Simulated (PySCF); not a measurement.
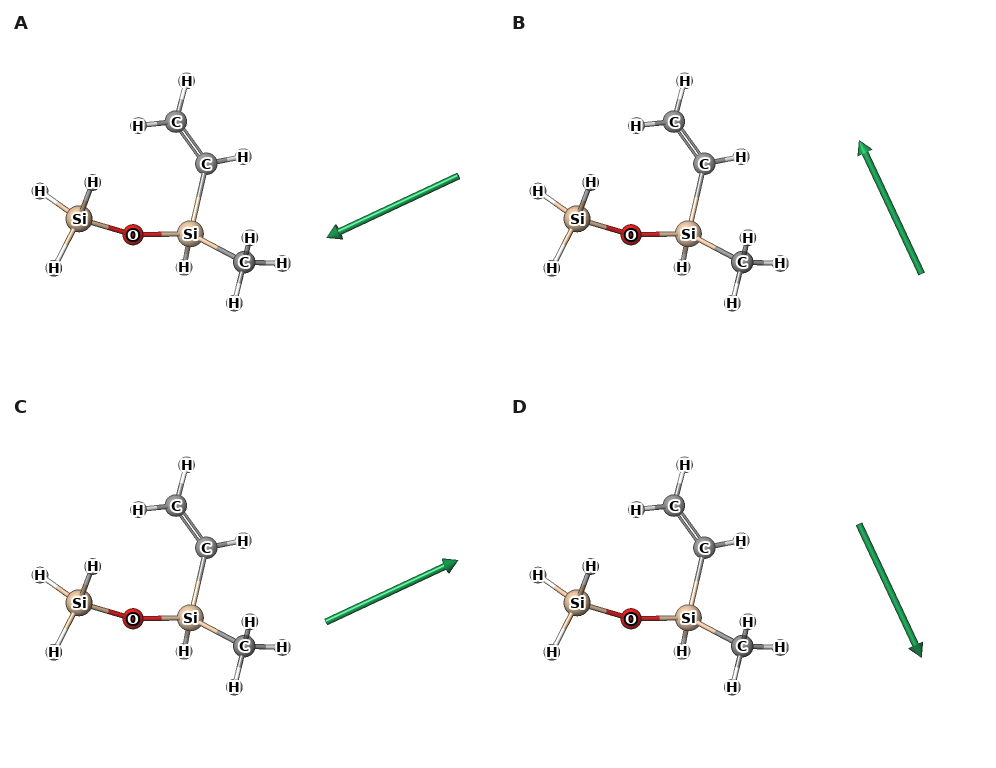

The same molecule four times, each with an arrow. Computed geometry: PBE0-D3(BJ)/def2-SVP optimisation. No frequency run is at hand to confirm it as a minimum. Level of theory: PBE0/aug-cc-pVDZ, gas phase (PySCF 2.14.0).

Question: Which arrow points along the dipole moment, from the negative to the positive end?

Answer: C. The dipole moment is 0.91 D.
